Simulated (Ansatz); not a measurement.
Input

```
crystal:
  periodic: [false, false, false]
  atoms:
    - { symbol: Si, position_ang: [0.0, 0.0, 0.0] }
    - { symbol: H, position_ang: [0.8854, 0.0, 1.4041] }
    - { symbol: F, position_ang: [1.7331, 0.0, 0.448] }
    - { symbol: Cl, position_ang: [-1.0032, 1.7381, -0.7093] }
    - { symbol: Cl, position_ang: [-1.0032, -1.7381, -0.7093] }
basis:
  gaussian: { orbitals: def2-SVPD }
hamiltonian:
  xc: pbe
relax:
  f_tol: 0.15
  max_steps: 25
  restrain:
    - { distance: [1, 2], at: 2.12, k: 30.0 }
    - { distance: [0, 1], at: 1.46, k: 30.0 }
    - { distance: [0, 2], at: 1.59, k: 30.0 }
output:
  orbitals: {}
```

Command:

```sh
ansatz run input.yaml --threads 4 --pin off --max-ram 5120MiB --backend cpu --events-out ev --progress --plain --runs-dir out
```

The fields are those of the run's last geometry, not of the input's.

Not at a stationary point (largest force 1.9 eV/Å).

Computed with RKS PBE/def2-SVPD (Ansatz).

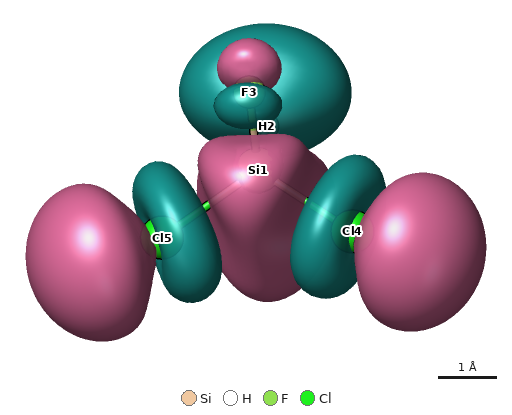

Cl$_{2}$FHSi. The LUMO at ±0.05 Å⁻³ᐟ² (teal and pink are the two phases), seen at a tilt.

Describe this orbital and give its energy.

By Hirshfeld shares it lies mainly on Si1 (about 35 %), Cl4 (about 25 %), Cl5 (about 25 %) and H2 (about 10 %). Its energy is −1.65 eV.
